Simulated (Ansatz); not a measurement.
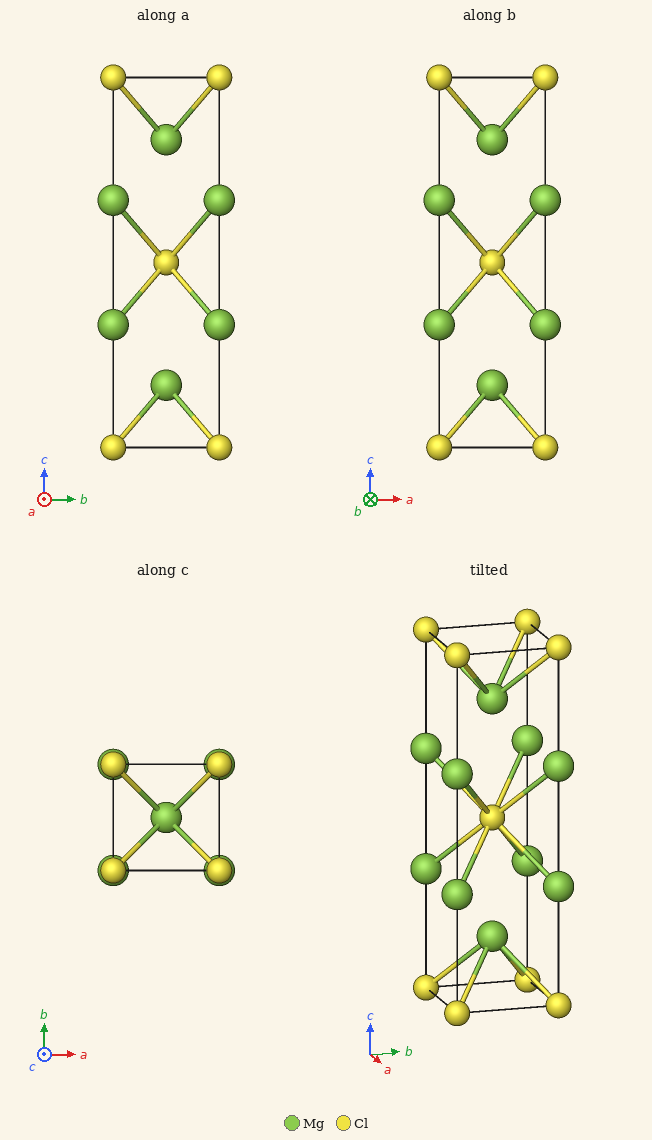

Crystal structure, ball-and-stick style, seen along the a axis, along the b axis, along the c axis and slightly off an axis. The lines enclose the conventional unit cell; boundary atoms appear with their images.

Lattice parameters: a = 3.368 Å, b = 3.368 Å, c = 11.748 Å, α = 90.00°, β = 90.00°, γ = 90.00°. Put a along x and b in the xy plane.

Record the structure as a POSCAR file, with free fractional coordinates to two decimals.

```
Mg Cl
1.0
     3.368    0.000    0.000
     0.000    3.368    0.000
     0.000    0.000   11.748
Mg Cl
4 2
Direct
  0.00 0.00 0.33
  0.50 0.50 0.17
  0.50 0.50 0.83
  0.00 0.00 0.67
  0.00 0.00 0.00
  0.50 0.50 0.50
```

Origin of the cell: a structure type filled with these elements by a generator (whether the compound takes this form wasn't checked). The structure drawn was relaxed with Ansatz 0.2.0, DFT PBE, scalar-relativistic, plane waves, PAW.
